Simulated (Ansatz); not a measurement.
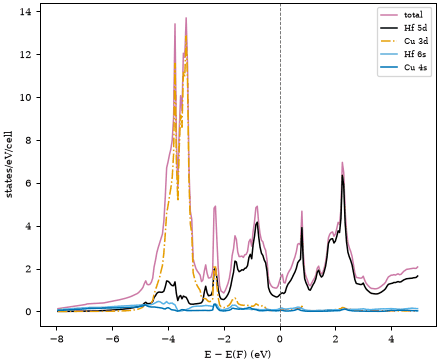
Total and projected density of states of Hf2Cu (MoSi2 or CaC2 type, I4/mmm), r²SCAN in the plane-wave PAW code Ansatz

Q: Which orbitals carry the states next to the Fermi level?

A: Within 0.5 eV of the Fermi level: Hf 5d 68 %, Hf 6s 7 %, outside the projected shells 17 %. Projections are on Löwdin-orthogonalised atomic valence shells; empty p or d shells of many metals are not among them.

Q: Where is the tallest occupied peak in this window, and what makes it?

A: Near -3.3 eV, about 14 states/eV per cell; the largest projected share is Cu 3d.

The first step of the workflow began from a Materials Project structure, measured or hypothetical; the Crystallography Open Database files this formula in space group No. 139, but the cells were not matched. Its standing as an ambient phase is unchecked. Symmetry was held in the r²SCAN relaxation; its stability against distortions is not shown here. No spin polarisation was allowed. Scalar-relativistic: spin–orbit coupling is off unless named, which matters more the heavier the elements.

Potentials: the later of the program's two PAW sets.
